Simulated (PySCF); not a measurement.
H2Cl3FGeOSi, SMILES [Cl][Ge]([O][SiH2]F)([Cl])[Cl] at its PBE0/def2-SVP optimised geometry (Å):

```
9

Si    -0.7366    -2.8405     2.5920
F     -0.2290    -4.1873     1.8532
O     -1.2870    -1.7795     1.4424
Ge    -0.7028    -0.9976     0.0000
Cl    -1.4208    -2.0348    -1.7073
Cl    -1.4283     0.9976     0.0000
Cl     1.4283    -0.9976     0.0000
H      0.4194    -2.2664     3.3224
H     -1.8900    -3.1759     3.4567
```

Computed with PBE0/def2-TZVP (PySCF 2.14.0). Cells within 0.4 Å of a nucleus heavier than hydrogen are left out (blank, or x).

Map of the log10 of the electron density (e/bohr³), floored at −4 on the plane z = 0.0 Å:

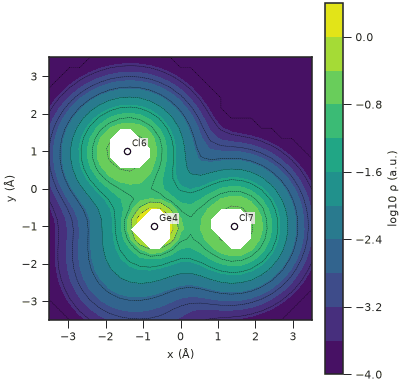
Figure: Log10 of the electron density (e/bohr³), floored at −4 on the plane z = 0.0 Å.
